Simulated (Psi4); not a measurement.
# r2SCAN/def2-TZVPD (density fitting, sweep point 6) run of CH5FOSi (SMILES CO[SiH2]F)

What is the vertical electron affinity of CH5FOSi at r2SCAN/def2-TZVPD (density fitting, sweep point 6)? 

The calculation is run with Psi4 1.11.

4 further runs of the same task are left out: 4 set aside as unsound or not needed. Runs told in other sessions of the task aren't counted.

### 1 The molecule

The species is CH5FOSi (9 atoms), meant as a singlet with charge 0. As SMILES, `CO[SiH2]F`. The shape is that of a PBE0-D4/def2-TZVP optimisation. This is one conformer, not always the lowest.

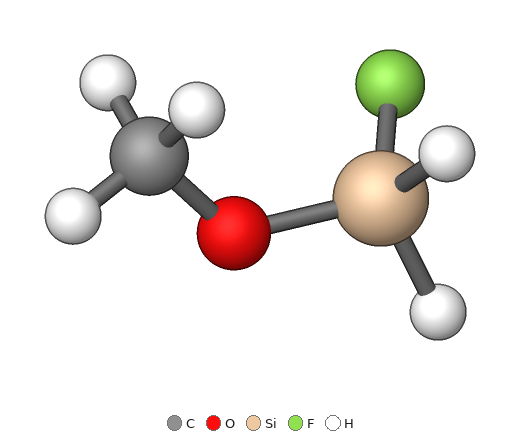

The structure, seen from a chosen angle (carbon grey, oxygen red, silicon light orange, fluorine green, hydrogen white).

### 2 The energy at r2SCAN/def2-TZVPD (density fitting, sweep point 6)

File input.inp:

```
memory 1600 MB

molecule m {
  0 1
  C     -0.52950126     2.17450785    -1.30088746
  O     -1.40520035    -0.12132042    -0.26078221
  Si     0.31917474    -2.13104415     1.28482479
  F      2.27145080    -3.52471717    -0.54820955
  H      0.35829207     1.85004188    -3.13845715
  H     -2.14653990     3.42720730    -1.55524460
  H      0.83790456     3.10576489    -0.05480206
  H     -1.41389309    -4.04722644     2.32795361
  H      1.87536421    -0.82051908     3.21310133
  units au
  symmetry c1
}

set {
  basis                def2-TZVPD
  reference            rks
  puream               true
  scf_type             df
  dft_radial_points    99
  dft_spherical_points 590
}

energy("r2scan")
print_variables()
```

The run is started by

```sh
$ psi4 -n 1 input.inp input.out
```

input.out:

```text
[...]
  Running in c1 symmetry.
[...]
  Nuclear repulsion =  182.271974624346029
[...]
  Multiplicity = 1
[...]
  Nalpha       = 21
  Nbeta        = 21
[...]
    Number of basis functions: 205
[...]
   @DF-RKS iter   1:  -505.44548932499083   -3.11665e-01   4.27093e-03 ADIIS/DIIS
[...]
   @DF-RKS iter   9:  -505.74329150064057   -1.31706e-07   4.50256e-07 DIIS
[...]
    Orbital Energies [Eh]
    ---------------------
    Doubly Occupied:
       1A    -65.863622     2A    -24.478693     3A    -18.969441
       4A    -10.093361     5A     -5.237637     6A     -3.580699
       7A     -3.578942     8A     -3.577315     9A     -1.147168
      10A     -0.995742    11A     -0.669245    12A     -0.524190
      13A     -0.459204    14A     -0.438518    15A     -0.437420
      16A     -0.404923    17A     -0.401866    18A     -0.374453
      19A     -0.320502    20A     -0.292067    21A     -0.278700
[...]
  @DF-RKS Final Energy:  -505.74329150064057
   => Energetics <=
    Nuclear Repulsion Energy =            182.2719746243460293
    One-Electron Energy =               -1061.3730061040885175
    Two-Electron Energy =                 420.6373909296469265
    DFT Exchange-Correlation Energy =     -47.2796509505450047
    Empirical Dispersion Energy =           0.0000000000000000
    VV10 Nonlocal Energy =                  0.0000000000000000
    Total Energy =                       -505.7432915006405665
[...]
 Multipole Moments:
 ------------------------------------------------------------------------------------
     Multipole            Electronic (a.u.)      Nuclear  (a.u.)        Total (a.u.)
 ------------------------------------------------------------------------------------
 L = 1.  Multiply by 2.5417464519 to convert [e a0] to [Debye]
 Dipole X            :          1.8924487           -1.9439440           -0.0514952
 Dipole Y            :         -5.3447891            5.9446443            0.5998552
 Dipole Z            :         -0.3966542            0.5177225            0.1210683
 Magnitude           :                                                    0.6141136
[...]
```

Wall time 1.7 min (1 thread of Intel Xeon at 2.60GHz (Ice Lake), shared host); peak memory 1.4 GiB.

### 3 The doublet anion at the same level

File job.in:

```
memory 1600 mb

molecule m {
  -1 2
  C     -0.52950126     2.17450785    -1.30088746
  O     -1.40520035    -0.12132042    -0.26078221
  Si     0.31917474    -2.13104415     1.28482479
  F      2.27145080    -3.52471717    -0.54820955
  H      0.35829207     1.85004188    -3.13845715
  H     -2.14653990     3.42720730    -1.55524460
  H      0.83790456     3.10576489    -0.05480206
  H     -1.41389309    -4.04722644     2.32795361
  H      1.87536421    -0.82051908     3.21310133
  units bohr
  symmetry c1
}

set globals {
  basis def2-TZVPD
  reference uks
  puream true
  scf_type df
  dft_radial_points 99
  dft_spherical_points 590
  maxiter 100
}

e_tot, wfn = energy('r2scan', return_wfn=True)
```

The run is started by

```sh
$ psi4 -n 1 job.in job.out
```

job.out:

```text
[...]
  Running in c1 symmetry.
[...]
  Nuclear repulsion =  182.271974624346029
[...]
  Multiplicity = 2
[...]
  Nalpha       = 22
  Nbeta        = 21
[...]
    Number of basis functions: 205
[...]
   @DF-UKS iter   1:  -505.07563602103323    5.81879e-02   5.45367e-03 DIIS/ADIIS
[...]
   @DF-UKS iter  13:  -505.70018535828342   -1.73023e-07   5.81384e-07 DIIS
[...]
   @S^2 Observed:                7.504966861E-01
[...]
    Orbital Energies [Eh]
    ---------------------
    Alpha Occupied:
       1A    -65.721148     2A    -24.340603     3A    -18.826481
       4A     -9.943503     5A     -5.095386     6A     -3.438406
       7A     -3.436583     8A     -3.435351     9A     -1.008634
      10A     -0.851673    11A     -0.523391    12A     -0.383438
      13A     -0.318080    14A     -0.295159    15A     -0.293776
      16A     -0.264518    17A     -0.261782    18A     -0.236186
      19A     -0.180672    20A     -0.149634    21A     -0.135548
      22A      0.086380
    Alpha Virtual:
      23A      0.104074    24A      0.118457    25A      0.124315
[...]
  @DF-UKS Final Energy:  -505.70018535828342
   => Energetics <=
    Nuclear Repulsion Energy =            182.2719746243460293
    One-Electron Energy =               -1067.2996767961456044
    Two-Electron Energy =                 426.6945397898400074
    DFT Exchange-Correlation Energy =     -47.3670229763238808
    Empirical Dispersion Energy =           0.0000000000000000
    VV10 Nonlocal Energy =                  0.0000000000000000
    Total Energy =                       -505.7001853582834201
  UHF NO Occupations:
  HONO-2 :   20  A 1.9999443
  HONO-1 :   21  A 1.9999257
[...]
 Multipole Moments:
 ------------------------------------------------------------------------------------
     Multipole            Electronic (a.u.)      Nuclear  (a.u.)        Total (a.u.)
 ------------------------------------------------------------------------------------
 L = 1.  Multiply by 2.5417464519 to convert [e a0] to [Debye]
 Dipole X            :          2.2737144           -1.9439440            0.3297704
 Dipole Y            :         -6.1473778            5.9446443           -0.2027335
 Dipole Z            :          0.0246911            0.5177225            0.5424136
 Magnitude           :                                                    0.6663797
[...]
```

Wall time 3.8 min (1 thread of Intel Xeon at 2.60GHz (Ice Lake), shared host); peak memory 1.4 GiB.

### 4 Outcome

Level: r2SCAN/def2-TZVPD (density fitting, sweep point 6).

| quantity | value |
| --- | --- |
| singlet CH5FOSi: total energy | -505.74329 Eh |
| singlet CH5FOSi: dipole moment | 1.56 D |
| singlet CH5FOSi: HOMO energy | -7.58 eV |
| singlet CH5FOSi: LUMO energy | 0.13 eV |
| singlet CH5FOSi: HOMO–LUMO gap | 7.72 eV |
| doublet anion: total energy | -505.70019 Eh |
| doublet anion: HOMO energy (highest over α and β) | 2.35 eV |
| doublet anion: LUMO energy (lowest over α and β) | 2.83 eV |
| doublet anion: ⟨S²⟩ | 0.750 |
| vertical electron affinity (to the doublet anion) | -1.173 eV |

In words: The anion lies 1.17 eV (27 kcal/mol) above the neutral: the electron isn't bound at this level, and such a value depends on the basis. The HOMO (doublet anion) lies at positive energy, 2.35 eV, from the functional's self-interaction, a short basis or an electron that isn't bound; only total energies against the neutral tell.
